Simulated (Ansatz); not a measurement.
# AlHO2 (SMILES [O]=[Al][OH]): levels of theory compared

Wanted: a comparison of 6 runs (BLYP/STO-3G, SVWN5/STO-3G, RPA@PBE/STO-3G, CCSDT(Q)/STO-3G, CCSDT/STO-3G, CCSD(T)/STO-3G) of AlHO2. 

The results are computed with Ansatz 0.2.0.

62 further runs of the same task are left out: 8 that didn't finish, 54 set aside as unsound or not needed.

## Step 1: Starting point

AlHO2: 4 atoms, total charge 0, spin state singlet. SMILES: `[O]=[Al][OH]`. The H4–O3 distance was set to 1.424 Å, away from the relaxed value. At this shape a bond of the SMILES string is far longer than usual.

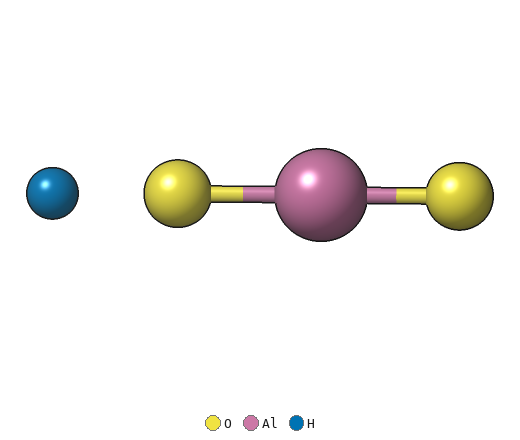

The structure, seen from a chosen angle (oxygen yellow, aluminium pink, hydrogen blue).

## Step 2: A single-point energy at BLYP/STO-3G (run 1)

The input, job.yaml:

```yaml
crystal:
  periodic: [false, false, false]
  atoms:
    - {symbol: O, position_ang: [-1.946982, -1.704085, -0.787356]}
    - {symbol: Al, position_ang: [-0.815172, -0.715415, -0.327486]}
    - {symbol: O, position_ang: [0.357598, 0.308695, 0.148944]}
    - {symbol: H, position_ang: [1.381100, 1.209770, 0.557430]}
basis:
  gaussian:
    orbitals: STO-3G
accuracy: high
hamiltonian:
  xc: {name: BLYP}
```

On the command line:

```sh
$ ansatz run job.yaml --threads 1 --pin off --max-ram 2610MiB --events-out events.jsonl --progress --plain --runs-dir runs
```

The program printed:

```text
Warning: RAYON_NUM_THREADS=1 ignored (pool sized by the plan → 1); use --threads N
Functional definition: BLYP
  name "BLYP"
  parameter beta = 0.0042
  parameter a = 0.04918
  parameter b = 0.132
  parameter c = 0.2533
  parameter d = 0.349
  exchange = b88_x(beta = beta)
  correlation = lyp_c(a = a, b = b, c = c, d = d)
342 factors; integrals over basis functions are off by at most 2.2e-8 eV
mean field evaluation 1: about -10553.9464 eV, gradient 4.9e1 eV
mean field evaluation 2: about -10361.0705 eV, gradient 2.0e2 eV
mean field evaluation 4: about -10563.1350 eV, gradient 2.4e1 eV
mean field evaluation 8: about -10563.1351 eV, gradient 2.4e1 eV
mean field evaluation 16: about -10564.6173 eV, gradient 2.2e-7 eV
mean field -10564.61729670 eV, -388.2425246988 hartree, gradient 1.4e-8 eV, S^2 0.000000; 0 other end points of the search recorded, 0 dependent functions left out
reference -10564.61733071 eV, -388.2425259486 hartree; 15, 15 occupied and 5, 5 virtual orbitals, 342 factors
Total energy: -10564.61733071 eV, -388.2425259486 hartree
```

Run time: 0.58 s. Hardware: 1 thread of Intel Xeon 6975P-C (Granite Rapids), shared host; peak memory 0.11 GiB.

## Step 3: A single-point energy at SVWN5/STO-3G (run 2)

The input, input.yaml:

```yaml
basis:
  gaussian:
    orbitals: STO-3G
crystal:
  periodic: [false, false, false]
  atoms:
    - {symbol: O, position_ang: [-1.946982, -1.704085, -0.787356]}
    - {symbol: Al, position_ang: [-0.815172, -0.715415, -0.327486]}
    - {symbol: O, position_ang: [0.357598, 0.308695, 0.148944]}
    - {symbol: H, position_ang: [1.381100, 1.209770, 0.557430]}
accuracy: high
hamiltonian:
  xc: {name: SVWN5}
```

On the command line:

```sh
$ ansatz run input.yaml --threads 1 --pin off --max-ram 2610MiB --events-out events.jsonl --progress --plain --runs-dir runs
```

The program printed:

```text
Warning: RAYON_NUM_THREADS=1 ignored (pool sized by the plan → 1); use --threads N
Functional definition: SVWN5
  name "SVWN5"
  exchange = slater_x
  correlation = vwn5_c
342 factors; integrals over basis functions are off by at most 2.2e-8 eV
mean field evaluation 1: about -10497.0533 eV, gradient 4.9e1 eV
mean field evaluation 2: about -10305.7348 eV, gradient 2.0e2 eV
mean field evaluation 4: about -10505.9594 eV, gradient 2.4e1 eV
mean field evaluation 8: about -10505.9595 eV, gradient 2.4e1 eV
mean field evaluation 16: about -10507.3457 eV, gradient 1.5e-7 eV
mean field -10507.34570554 eV, -386.1378325438 hartree, gradient 9.1e-9 eV, S^2 0.000000; 0 other end points of the search recorded, 0 dependent functions left out
reference -10507.34570721 eV, -386.1378326053 hartree; 15, 15 occupied and 5, 5 virtual orbitals, 342 factors
Total energy: -10507.34570721 eV, -386.1378326053 hartree
```

Wall time 0.4 s (1 thread of Intel Xeon 6975P-C (Granite Rapids), shared host).

Runs 3 to 4 aren't shown in full; the table further down has their settings and results.

## Step 4: A single-point energy at CCSDT/STO-3G (run 5)

job.yaml: that of step 2 with these lines changed.

```diff
@@ -8,6 +8,5 @@
 basis:
-  gaussian:
-    orbitals: STO-3G
+  gaussian: {orbitals: STO-3G}
+correlation: {method: ccsdt, frozen_orbitals: {Al: 5, H: 0, O: 1}}
 accuracy: high
-hamiltonian:
-  xc: {name: BLYP}
+scf: {omitted_lower_state_checks: [cluster_reference, increment]}
```

On the command line:

```sh
$ ansatz run job.yaml --threads 1 --pin off --max-ram 2610MiB --events-out events.jsonl --progress --plain --runs-dir runs
```

The program printed, shortened:

```text
Warning: RAYON_NUM_THREADS=1 ignored (pool sized by the plan → 1); use --threads N
Functional definition: HF
  name "HF"
[...]
342 factors; integrals over basis functions are off by at most 2.2e-8 eV
[...]
mean field -10532.38105683 eV, -387.0578647342 hartree, gradient 1.7e-8 eV, S^2 0.000000; 0 other end points of the search recorded, 0 dependent functions left out; unrestricted orbitals would lower it
7 core orbitals not correlated: weight in the atoms' cores, before any rotation towards them, 1.000 or more for the frozen orbitals, at most 0.000 for the correlated occupied ones
reference -10532.38105683 eV, -387.0578647342 hartree; 8, 8 occupied and 5, 5 virtual orbitals, 342 factors
second order -4.28177578 eV of doubles, -0.00000000 eV of singles
cycle   1  -4.09541950 eV  change    1.9e-1 eV  update   2.3e-1
[...]
cycle  44  -5.46441207 eV  change  -8.8e-11 eV  update   1.6e-9
Total energy: -10537.84546890 eV, -387.2586781740 hartree
Checks for a lower state left out: cluster_reference, increment
```

Wall time 0.28 s (1 thread of Intel Xeon 6975P-C (Granite Rapids), shared host).

## Step 5: A single-point energy at CCSD(T)/STO-3G (run 6)

The input, job.yaml:

```yaml
crystal:
  periodic: [false, false, false]
  atoms:
    - symbol: O
      position_ang: [-1.946982, -1.704085, -0.787356]
    - symbol: Al
      position_ang: [-0.815172, -0.715415, -0.327486]
    - symbol: O
      position_ang: [0.357598, 0.308695, 0.148944]
    - symbol: H
      position_ang: [1.381100, 1.209770, 0.557430]
basis:
  gaussian:
    orbitals: STO-3G
correlation:
  method: ccsd_t
  frozen_orbitals: {Al: 5, H: 0, O: 1}
accuracy: high
scf:
  omitted_lower_state_checks: [cluster_reference, increment]
```

On the command line:

```sh
$ ansatz run job.yaml --threads 1 --pin off --max-ram 2610MiB --events-out events.jsonl --progress --plain --runs-dir runs
```

The program printed, shortened:

```text
Warning: RAYON_NUM_THREADS=1 ignored (pool sized by the plan → 1); use --threads N
[... 2 set-up lines as earlier in the session ...]
[...]
342 factors; integrals over basis functions are off by at most 2.2e-8 eV
[...]
mean field -10532.38105683 eV, -387.0578647342 hartree, gradient 1.7e-8 eV, S^2 0.000000; 0 other end points of the search recorded, 0 dependent functions left out; unrestricted orbitals would lower it
7 core orbitals not correlated: weight in the atoms' cores, before any rotation towards them, 1.000 or more for the frozen orbitals, at most 0.000 for the correlated occupied ones
reference -10532.38105683 eV, -387.0578647342 hartree; 8, 8 occupied and 5, 5 virtual orbitals, 342 factors
second order -4.28177578 eV of doubles, -0.00000000 eV of singles
cycle   1  -4.09541956 eV  change    1.9e-1 eV  update   2.0e-1
[...]
cycle  32  -4.91365641 eV  change   5.9e-10 eV  update   1.9e-9
perturbative correction -0.52467933 eV, -0.0192816099 hartree
Total energy: -10537.81939257 eV, -387.2577198865 hartree
Checks for a lower state left out: cluster_reference, increment
```

Wall time 0.14 s (1 thread of Intel Xeon 6975P-C (Granite Rapids), shared host).

## Step 6: The series

```csv
run,level,frozen core orbitals,energy (Eh),wall time
1,BLYP/STO-3G,–,-388.242526,0.58 s
2,SVWN5/STO-3G,–,-386.137833,0.4 s
3,RPA@PBE/STO-3G,7,-387.335390,0.89 s
4,CCSDT(Q)/STO-3G,7,-387.259556,0.38 s
5,CCSDT/STO-3G,7,-387.258678,0.28 s
6,CCSD(T)/STO-3G,7,-387.257720,0.14 s
```

## Step 7: Summary of results

| quantity | value |
| --- | --- |
| run 6: total energy | -387.25772 Eh |
| run 6: correlation energy (7 core orbitals frozen) | -199.9 mEh |
| run 6: (T) correction | -19.28 mEh |
| run 6: T1 diagnostic | 0.035 |

What this shows: Totals of different functionals can't be ranked against each other. In run 6 the T1 diagnostic is large, so a single reference may not serve. In runs 4, 5, 6 the log says that unrestricted orbitals would lower the reference, so the values rest on an unstable closed-shell determinant (other closed-shell runs at this shape may share the fault). In runs 1, 2, 3, 4, 5, 6 the basis is minimal, so the values are rough. All runs together took 2.7 s, the longest 0.89 s.
